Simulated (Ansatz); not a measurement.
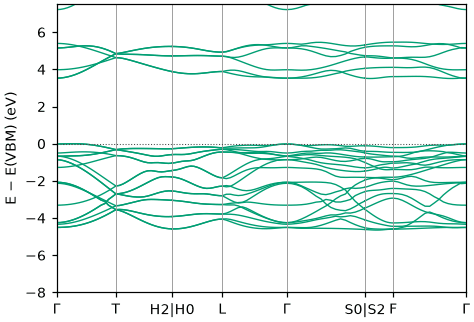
Fig. 1. Band structure from PBEsol (plane waves, PAW; program Ansatz)

The gap is 3.51 eV; an edge lies off the plotted path or next to a special point (maximum off the standard path, minimum off the standard path).

Q: Which of these materials gives this?
A) LiNbO3, R3c (Li on 6a, Nb on 6a, O on 18b)
B) CaTiO3, R3c (Ca on 6a, Ti on 6a, O on 18b)
C) Ga2O3, corundum
D) MgInGaO4, R3m (Pearson symbol hR7)

A: A, LiNbO3, R3c (Li on 6a, Nb on 6a, O on 18b)

The PBEsol relaxation kept the symmetry of its start. The run is not spin-polarised. Scalar-relativistic: spin–orbit coupling is off unless named, which matters more the heavier the elements.

Potentials: the earlier of the program's two PAW sets. The files were generated under PBE; for other functionals the program regenerates the frozen cores, and for LDA and PBEsol the local potential too.
